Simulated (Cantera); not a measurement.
Feed: 1 mol Al, 18 mol NH3, 27 mol N2, at 1.00 bar.

Cantera equilibrium calculation (NASA polynomials, part measured and part estimated; ideal gas, pure solids and liquids). Candidate condensed phases: Al, AlN; 13 gas species. Kinetics and transport are ignored.

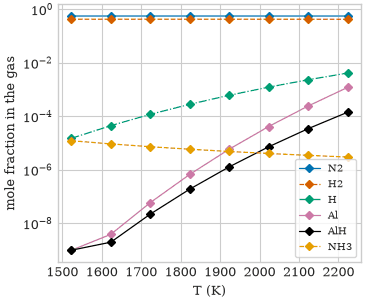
Figure: Equilibrium gas composition (values under 1e-9 drawn at 1e-9)

From 1523 K to 2223 K the condensed part is AlN(s).
